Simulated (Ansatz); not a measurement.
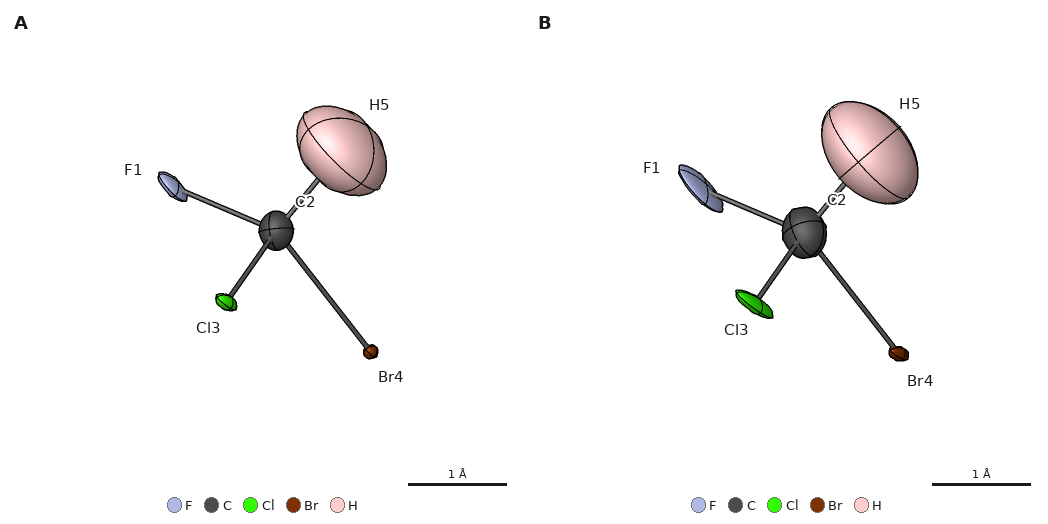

Displacement ellipsoids at the 50 % level, scaled by 3, from the internal vibrations of the free molecule (harmonic, no overall translation or rotation; no half-axis is drawn under 0.075 Å). Vibrations computed with RKS PBE0-D4/def2-TZVP (Ansatz 0.2.0). One panel is for 100 K, the other for 600 K.

Which panel is for 600 K?

B.

How much does the mean-square displacement of Br4 grow, and why?

U_eq goes from 0.00016 to 0.00050 Å², a factor of 3.1. Modes below kT (417 cm⁻¹ at 600 K) grow about in proportion to T, and the lowest lies at 224 cm⁻¹; the mean-square amplitude of a mode is its zero-point value times coth(ħω/2kT), which comes close to 1 only above about 3kT.
